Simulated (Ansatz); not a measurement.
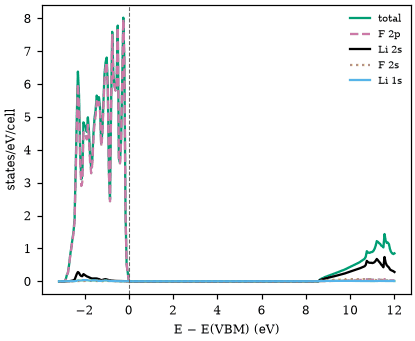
Figure: Total and projected density of states of LiF in space group P6_3/mmc (No. 194; Li on 2d, F on 2c), the program Ansatz at the r²SCAN level (PAW)

### Question
Which orbitals carry the states next to the gap?

### Answer
Top 1 eV of the valence band: F 2p 99 %. Bottom 1 eV of the conduction band: Li 2s 65 %, F 2s 19 %, Li 1s 7 %. Projections are on Löwdin-orthogonalised atomic valence shells; empty p or d shells of many metals are not among them.

The start of the workflow was typed in or built on a structure type; neither database checked (COD, Materials Project) lists it. It is not the phase usual at ambient conditions (space group No. 225). Symmetry was held in the r²SCAN relaxation; its stability against distortions is not shown here.

Potentials: the earlier of the program's two PAW sets.
